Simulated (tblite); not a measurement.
## C$_{3}$H$_{8}$NSSi: geometry relaxation (part 2 of 2)

C$_{3}$H$_{8}$NSSi, multiplicity 2; GFN2-xTB geometry optimisation, gas phase (tblite 0.8.0). It belongs to a series of runs on one base structure; here: H added to sp C.

Geometry of the input (Å):
```
C  -1.7831  -0.8033  0.1803
C  -0.7903  0.2984  0.3682
Si 0.7241  0.1482  -0.6985
S  1.4508  2.1683  -1.0353
C  2.1072  -0.7271  0.1386
N  2.1170  -0.8806  1.4032
H  -2.8069  -0.3038  0.1745
H  -1.6849  -1.3368  -0.7731
H  -1.8318  -1.5147  1.0510
H  -1.2985  1.2415  0.1100
H  -0.5301  0.3565  1.4539
H  0.3871  -0.4828  -1.9768
H  1.0237  2.9380  0.0922
H  2.9152  -1.1024  -0.5103
```

Trajectory as extended XYZ, continued:
```
14
Properties=species:S:1:pos:R:3:forces:R:3 step=62 energy=-498.25507
C    -1.7826   -0.8511    0.2437    0.0120  -0.0010  -0.0230
C    -0.9441    0.4238    0.2716   -0.0100  -0.0040  -0.0030
Si    0.6451    0.2600   -0.7521    0.0340   0.0300   0.0370
S     1.5438    2.1770   -1.1786   -0.0080   0.0230   0.0120
C     1.9874   -0.7244    0.2928   -0.0230   0.0150   0.0130
N     1.7553   -1.0815    1.4233    0.0110  -0.0270  -0.0030
H    -2.6638   -0.7447    0.8727    0.0130   0.0100   0.0060
H    -2.1128   -1.0775   -0.7678    0.0050   0.0010   0.0040
H    -1.1988   -1.6910    0.6096   -0.0060  -0.0170   0.0280
H    -1.5446    1.2633   -0.0863   -0.0010  -0.0080  -0.0090
H    -0.6758    0.6410    1.3087   -0.0010   0.0070  -0.0050
H     0.5382   -0.3697   -2.0600   -0.0160  -0.0120  -0.0450
H     1.5340    2.6347    0.0656    0.0040  -0.0080  -0.0160
H     2.9180   -0.8606   -0.2654   -0.0120  -0.0090   0.0050
14
Properties=species:S:1:pos:R:3:forces:R:3 step=70 energy=-498.25699
C    -1.7651   -0.8597    0.2561   -0.0050   0.0010  -0.0080
C    -0.9447    0.4269    0.2548   -0.0100  -0.0020   0.0090
Si    0.6453    0.2786   -0.7705    0.0020   0.0070   0.0350
S     1.5404    2.2022   -1.1808   -0.0070  -0.0160   0.0130
C     1.9564   -0.7252    0.2973   -0.0110  -0.0050  -0.0290
N     1.6913   -1.1170    1.4085    0.0070  -0.0080  -0.0040
H    -2.6340   -0.7532    0.9014   -0.0140   0.0070   0.0050
H    -2.1135   -1.1014   -0.7451    0.0160  -0.0150  -0.0100
H    -1.1682   -1.6889    0.6261    0.0150  -0.0010   0.0020
H    -1.5624    1.2521   -0.1072    0.0050  -0.0070  -0.0110
H    -0.6728    0.6581    1.2879    0.0050   0.0310  -0.0020
H     0.5531   -0.3468   -2.0837   -0.0130   0.0090  -0.0060
H     1.5742    2.6281    0.0738    0.0000   0.0010  -0.0050
H     2.8994   -0.8543   -0.2407    0.0100  -0.0030   0.0100
14
Properties=species:S:1:pos:R:3:forces:R:3 step=77 energy=-498.25885
C    -1.7489   -0.8660    0.2694    0.0070  -0.0170   0.0570
C    -0.9453    0.4308    0.2470    0.0100   0.0150  -0.0140
Si    0.6461    0.2898   -0.7735   -0.0360  -0.0380  -0.0710
S     1.5328    2.2159   -1.1725    0.0310   0.0140  -0.0110
C     1.9351   -0.7384    0.2885    0.0480  -0.0370   0.0280
N     1.6494   -1.1580    1.3853    0.0000   0.0040  -0.0320
H    -2.6290   -0.7478    0.8989   -0.0010  -0.0230  -0.0220
H    -2.0765   -1.1404   -0.7312    0.0140   0.0050   0.0230
H    -1.1496   -1.6798    0.6734   -0.0060   0.0520  -0.0190
H    -1.5732    1.2388   -0.1346   -0.0050   0.0070  -0.0050
H    -0.6711    0.6935    1.2725   -0.0510  -0.0070   0.0040
H     0.5466   -0.3104   -2.1013    0.0020   0.0120   0.0500
H     1.5910    2.6318    0.0834   -0.0040   0.0050   0.0210
H     2.8920   -0.8603   -0.2274   -0.0100   0.0090  -0.0080
14
Properties=species:S:1:pos:R:3:forces:R:3 step=85 energy=-498.26727
C    -1.6559   -0.8820    0.3495   -0.0070  -0.0350   0.0390
C    -0.9833    0.4753    0.1833    0.0400   0.0160   0.0090
Si    0.6276    0.3434   -0.8095   -0.0200  -0.0010  -0.0080
S     1.5787    2.2573   -1.1165    0.0410  -0.0070  -0.0370
C     1.8325   -0.8018    0.2404    0.0110   0.0980  -0.0820
N     1.4270   -1.3682    1.2256   -0.1000  -0.1380   0.1760
H    -2.5556   -0.7973    0.9572    0.0120   0.0190  -0.0710
H    -1.9195   -1.3055   -0.6157   -0.0550  -0.0190  -0.0040
H    -0.9740   -1.5652    0.8517    0.0090  -0.0020  -0.0060
H    -1.6571    1.1830   -0.3041   -0.0650  -0.0300   0.0190
H    -0.7728    0.8659    1.1812    0.0250   0.0850  -0.0040
H     0.5036   -0.1663   -2.1720    0.0340  -0.0280   0.0480
H     1.6988    2.6102    0.1531   -0.0190  -0.0100   0.0530
H     2.8492   -0.8492   -0.1463    0.0930   0.0510  -0.1320
14
Properties=species:S:1:pos:R:3:forces:R:3 step=93 energy=-498.27834
C    -1.6251   -0.8798    0.3769   -0.0210   0.0220   0.0220
C    -1.0103    0.5012    0.1668    0.0030  -0.0210   0.0040
Si    0.6171    0.3681   -0.7974   -0.0040  -0.0270  -0.0090
S     1.6431    2.2442   -1.0830   -0.0020   0.0190   0.0140
C     1.8087   -0.8157    0.2176   -0.0030  -0.0120  -0.0110
N     1.4029   -1.4651    1.1521    0.0020  -0.0250   0.0250
H    -2.5426   -0.8058    0.9563    0.0040  -0.0050   0.0130
H    -1.8576   -1.3544   -0.5733   -0.0020   0.0130  -0.0060
H    -0.9216   -1.5130    0.9148   -0.0230   0.0040   0.0050
H    -1.7116    1.1490   -0.3633   -0.0160  -0.0120  -0.0100
H    -0.8395    0.9559    1.1463    0.0210   0.0140  -0.0310
H     0.5085   -0.1673   -2.1498    0.0110   0.0100  -0.0110
H     1.7006    2.5986    0.1927   -0.0060   0.0010   0.0070
H     2.8268   -0.8162   -0.1790    0.0350   0.0220  -0.0110
14
Properties=species:S:1:pos:R:3:forces:R:3 step=101 energy=-498.28048
C    -1.6145   -0.8747    0.4013   -0.0050   0.0070   0.0120
C    -1.0208    0.5075    0.1496    0.0070  -0.0120   0.0110
Si    0.6145    0.3701   -0.8022    0.0060  -0.0090  -0.0070
S     1.6518    2.2471   -1.0567   -0.0060   0.0030   0.0200
C     1.7968   -0.8375    0.1985    0.0220   0.0290   0.0060
N     1.3905   -1.5222    1.1074   -0.0150  -0.0180   0.0040
H    -2.5422   -0.8054    0.9637   -0.0130   0.0290   0.0060
H    -1.8157   -1.3820   -0.5376   -0.0490  -0.0220  -0.0370
H    -0.9107   -1.4798    0.9681    0.0350  -0.0120   0.0270
H    -1.7332    1.1221   -0.4056    0.0180  -0.0020  -0.0050
H    -0.8587    1.0013    1.1110   -0.0040   0.0140  -0.0080
H     0.5160   -0.1413   -2.1645    0.0070   0.0040  -0.0090
H     1.7018    2.5988    0.2208   -0.0160  -0.0190  -0.0040
H     2.8238   -0.8044   -0.1758    0.0150   0.0080  -0.0150
14
Properties=species:S:1:pos:R:3:forces:R:3 step=108 energy=-498.28422
C    -1.6168   -0.8703    0.4269    0.0010  -0.0250  -0.0070
C    -1.0284    0.5020    0.1155    0.0100  -0.0020   0.0170
Si    0.6169    0.3611   -0.8185    0.0200   0.0360  -0.0130
S     1.6488    2.2510   -1.0200   -0.0150  -0.0190  -0.0290
C     1.7997   -0.8368    0.1913    0.0220  -0.0190  -0.0610
N     1.3864   -1.5716    1.0568   -0.0240  -0.0040   0.0310
H    -2.5172   -0.7786    1.0303    0.0100   0.0180   0.0040
H    -1.8710   -1.3999   -0.4889    0.0060   0.0170   0.0110
H    -0.8885   -1.4672    0.9750   -0.0150   0.0090  -0.0020
H    -1.7432    1.0903   -0.4649    0.0140  -0.0050  -0.0050
H    -0.8685    1.0402    1.0537   -0.0260  -0.0010   0.0130
H     0.5460   -0.1265   -2.1911    0.0060  -0.0040   0.0050
H     1.6992    2.5695    0.2649   -0.0190  -0.0180   0.0250
H     2.8358   -0.7638   -0.1531    0.0100   0.0170   0.0110
14
Properties=species:S:1:pos:R:3:forces:R:3 step=116 energy=-498.28551
C    -1.6228   -0.8663    0.4333    0.0040   0.0030   0.0000
C    -1.0232    0.4988    0.1114   -0.0010   0.0000   0.0030
Si    0.6223    0.3548   -0.8235    0.0000  -0.0010  -0.0030
S     1.6453    2.2490   -1.0084   -0.0070  -0.0010   0.0000
C     1.8140   -0.8407    0.1785    0.0010  -0.0050   0.0060
N     1.4002   -1.5757    1.0443    0.0020   0.0010  -0.0080
H    -2.5223   -0.7567    1.0350    0.0020   0.0000  -0.0010
H    -1.8816   -1.4005   -0.4778    0.0040   0.0040   0.0010
H    -0.9030   -1.4654    0.9888    0.0050   0.0040  -0.0050
H    -1.7324    1.0837   -0.4794    0.0030   0.0010   0.0030
H    -0.8709    1.0446    1.0466    0.0020   0.0020  -0.0030
H     0.5532   -0.1278   -2.1978    0.0000  -0.0040   0.0020
H     1.6680    2.5523    0.2817   -0.0070  -0.0010   0.0020
H     2.8526   -0.7506   -0.1549   -0.0080  -0.0040   0.0040
```

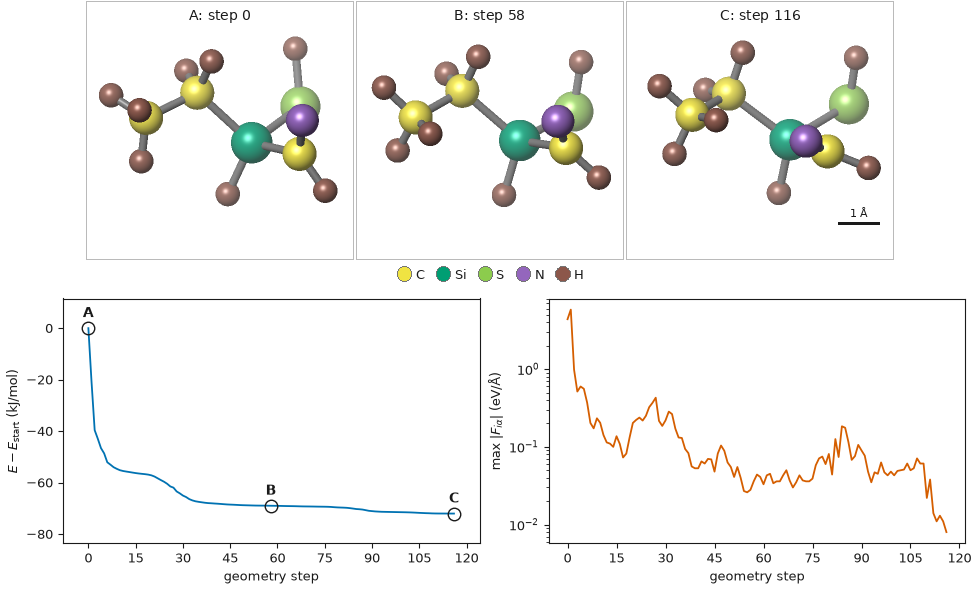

**Figure 1.** Frames of the relaxation (ball-and-stick view, seen at a tilt) above the curves, on which the letters mark them (steps are counted from 0).

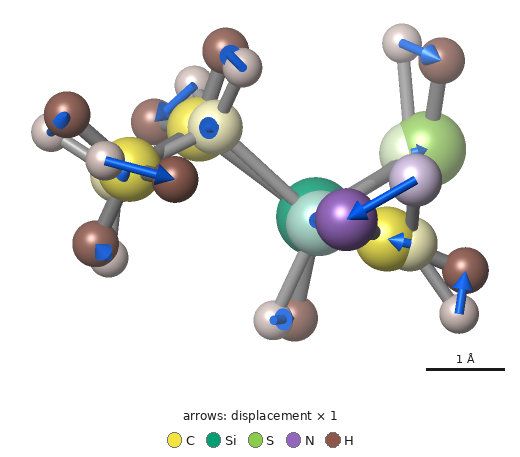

**Figure 2.** Start (faint) and end (solid) with the displacements as blue arrows, at true length (ball-and-stick view, seen at a tilt). The two geometries are laid on each other by the best rigid fit. Over 116 geometry steps the energy falls by 72.0 kJ/mol. Largest force component: 4.4 eV/Å at the start, 0.008 eV/Å at the end. The atom that moves furthest after the best rigid fit is N6 (1.04 Å). Largest moves by element: N 1.04 Å, H 0.99 Å, C 0.41 Å, Si 0.26 Å, S 0.22 Å. Among the contacts that change: Si3–C5 1.838 → 1.963 Å, S4–H13 1.430 → 1.325 Å, C5–N6 1.274 → 1.209 Å, C1–H7 1.139 → 1.088 Å. Among the angles that change: Si3–S4–H13 106.2° → 97.2°, S4–Si3–H12 110.0° → 103.4°, C2–Si3–H12 110.4° → 116.6°. (Atoms are counted from 1 in the order of the input.)
